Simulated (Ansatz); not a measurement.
**CH5BSi: how energies converge with the basis set**

How large a basis does CH5BSi need? Two functionals are run in growing sets.

Computed with Ansatz 0.2.0, Gaussian basis. Level: one geometry, several basis sets.

Plan: PBE0-D4/def2-SVP; ωB97M-V/def2-SVP; PBE0-D4/def2-QZVPP; ωB97M-V/def2-QZVPP; the functionals' def2-TZVPP values are taken from earlier runs.

## Step 1: The geometry

The geometry comes from an earlier relaxation with PBE0-D4 in a triple-zeta def2 set; it is a stationary point, not always the lowest conformer.

SMILES `B1C[SiH2]1`, 8 atoms, charge 0, spin multiplicity 1.

Atoms are counted from 1 here; the program's logs count them from 0.

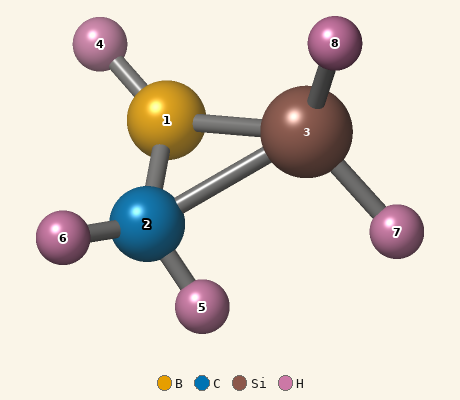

The geometry (boron amber, carbon blue, silicon brown, hydrogen pink); atoms are numbered from 1 in the order of the file.

## Step 2: PBE0-D4 in def2-SVP

The input, in.yaml:

```yaml
crystal:
  periodic: [false, false, false]
  atoms:
    - {symbol: B, position_ang: [-0.998469, 0.252625, -0.555360]}
    - {symbol: C, position_ang: [-0.030914, 0.878802, 0.382583]}
    - {symbol: Si, position_ang: [0.309829, -1.060048, -0.123600]}
    - {symbol: H, position_ang: [-1.560728, 0.669895, -1.513811]}
    - {symbol: H, position_ang: [0.110452, 0.559016, 1.418071]}
    - {symbol: H, position_ang: [0.408692, 1.860825, 0.217550]}
    - {symbol: H, position_ang: [0.502555, -1.696138, 1.198502]}
    - {symbol: H, position_ang: [1.350784, -1.522176, -1.079734]}
basis:
  gaussian: {orbitals: def2-SVP}
hamiltonian: {xc: pbe0, dispersion: d4}
output: {orbitals: {seedname: orbitals}}
```

Launch:

```sh
$ ansatz run in.yaml --threads 2 --pin off --events-out ev --progress --plain --max-ram 4352MiB
```

The runs that follow: ωB97M-V in def2-SVP; PBE0-D4 in def2-QZVPP; ωB97M-V in def2-QZVPP.

**Question.** What will the summary of the whole plan be? Wanted: PBE0-D4: double and triple zeta above quadruple; ωB97M-V: double and triple zeta above quadruple.

As calculated:

| quantity | value |
| --- | --- |
| PBE0-D4: double and triple zeta above quadruple | 5.07, 0.37 eV |
| ωB97M-V: double and triple zeta above quadruple | 5.19, 0.35 eV |

**Reading.** For PBE0-D4 the step from double to triple zeta gains 4.69 eV and the next only 0.37 eV. These are total energies; as a rule much of such shifts cancels in differences, which this series doesn't test.
